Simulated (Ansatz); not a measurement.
Sc (hcp, Mg type)

Space group P6₃/mmc (No. 194); a = 3.3194 Å, b = 3.3194 Å, c = 5.1664 Å, α = 90.00°, β = 90.00°, γ = 120.00°

```tsv
atom	site	symmetry	x	y	z
Sc	2d	-6m2	0.6667	0.3333	0.2500
```

E(V) scan at fixed shape, V₀ the volume above. Symmetry pins the atoms to their sites.

Method: PBE (plane waves to 420 eV, PAW, scalar-relativistic; Ansatz, an electronic-structure program). k mesh 16×16×9 (Γ-centred), Fermi-Dirac smearing 0.05 eV. Energies are smeared free energies. With the shape held, the modulus is that of even scaling; a crystal free to change shape is softer. Sc is run without spin polarisation. Sc was relaxed with its symmetry unable to fall. The zero of ΔE is the relaxed starting cell.

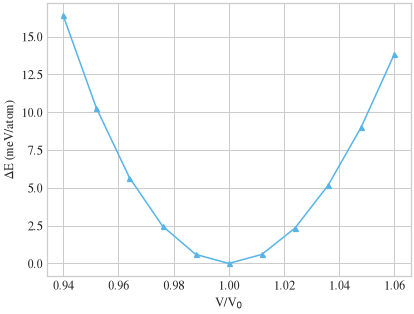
Fig. 1. ΔE (meV/atom) against V/V₀; markers are the computed points, lines only join them.

Problem. What is ΔE at V/V₀ = 1.060?

Solution. About 14 meV/atom.

Problem. What bulk modulus at fixed cell shape B₀ follows from a third-order Birch-Murnaghan fit?

Solution. About 54 GPa.

Problem. What is ΔE at V/V₀ = 0.940?

Solution. About 16 meV/atom.

(A scan under strain: stresses follow from slopes of the energy per volume, elastic moduli from its curvatures.)
